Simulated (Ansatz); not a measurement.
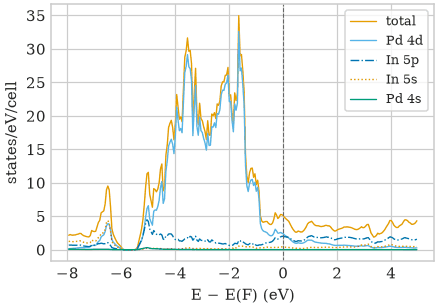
*Total and projected density of states of InPd2 in space group Pnma (No. 62; In on 4c, Pd on 4c, Pd on 4c), r²SCAN in the plane-wave PAW code Ansatz*

Task: Which orbitals carry the states next to the Fermi level?

Result: Within 0.5 eV of the Fermi level: Pd 4d 47 %, In 5p 38 %, In 5s 8 %, outside the projected shells 5 %. Projections are on Löwdin-orthogonalised atomic valence shells; empty p or d shells of many metals are not among them.

Task: Where is the tallest occupied peak in this window, and what makes it?

Result: Near -1.6 eV, about 35 states/eV per cell; the largest projected share is Pd 4d.

The first step of the workflow began from a Materials Project structure, measured or hypothetical; the Crystallography Open Database copy checked does not list it. Whether it is the stable phase at ambient conditions was not checked. The cell was relaxed with r²SCAN under the symmetry of its start; whether a distortion lowers the energy is not shown. The run is not spin-polarised. Scalar-relativistic: spin–orbit coupling is off unless named, which matters more the heavier the elements.

Potentials: the later of the program's two PAW sets.
